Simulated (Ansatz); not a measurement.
## Predicting a hybrid from its neighbours: SiHCl3 (trichlorosilane)

SiHCl3: 5 atoms, total charge 0, spin state singlet. As SMILES, `Cl[SiH](Cl)Cl`. The coordinates come from a PBE0-D4/def2-TZVP relaxation.

The HOMO–LUMO gap y, in eV, basis def2-SVPD; a is the functional's share of exact exchange. Programs: Ansatz 0.2.0.

| functional | program | a | y (eV) |
| --- | --- | --- | --- |
| revPBE | Ansatz | 0 | 6.79 |
| r2SCAN | Ansatz | 0 | 7.58 |
| B3LYP | Ansatz | 0.2 | 8.54 |
| r2SCAN0 | Ansatz | 0.25 | ? |
| PBE0 | Ansatz | 0.25 | 9.11 |
| BHLYP | Ansatz | 0.5 | 11.27 |

**Question.** Fit y = c + s·a to the known rows and predict r2SCAN0.

**Answer.** 
1. Means of the 5 rows: a = 0.1900, y = 8.658.
2. Σ(Δa)² = 0.172, Σ(Δa·Δy) = 1.3954, so the slope is 1.3954/0.172 = 8.1128.
3. Intercept: 8.658 − (8.1128) × 0.1900 = 7.117. The largest residual of the fit is 0.46.
4. r2SCAN0: 7.117 + (8.1128) × 0.25 = 9.15 eV.

The run gave 9.65 eV, so the prediction is off by -0.50 eV, about the largest residual. Exact exchange lowers occupied levels and raises empty ones. The rows mix families of semi-local functionals, which the line can't see.

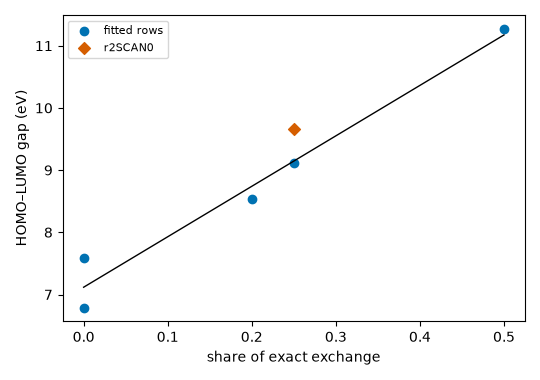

The fitted line, with the withheld row.
